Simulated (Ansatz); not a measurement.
Take BN in the zinc blende structure (space group F-43m, No. 216; a = 3.605 Å) as the base. Axes: x, y, z lie along the cube axes.

Structures relaxed with Ansatz (a program for electronic structure), PBEsol, PAW, cutoff 420 eV, scalar-relativistic without spin-orbit coupling, earlier PAW set.

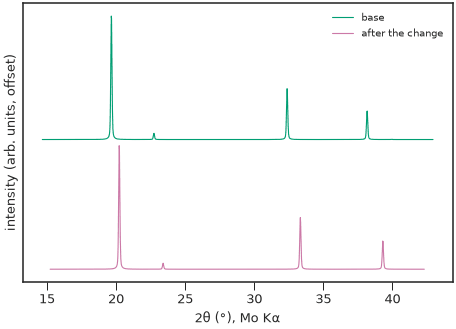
Figure. Simulated powder patterns before (top) and after one change

Problem. Which change produced these results?
A. biaxial strain +4.34 %, plane normal [111], relaxed out of plane
B. isotropic strain −2.79 %
C. biaxial strain +1.78 %, plane normal [001], relaxed out of plane
D. biaxial strain +1.84 %, plane normal [001], relaxed out of plane

Solution. B, isotropic strain −2.79 %. Its volume per atom is 5.38 Å³ against 5.86 Å³, and its space group is F-43m (No. 216).

Whether these cells are dynamically stable was not tested.
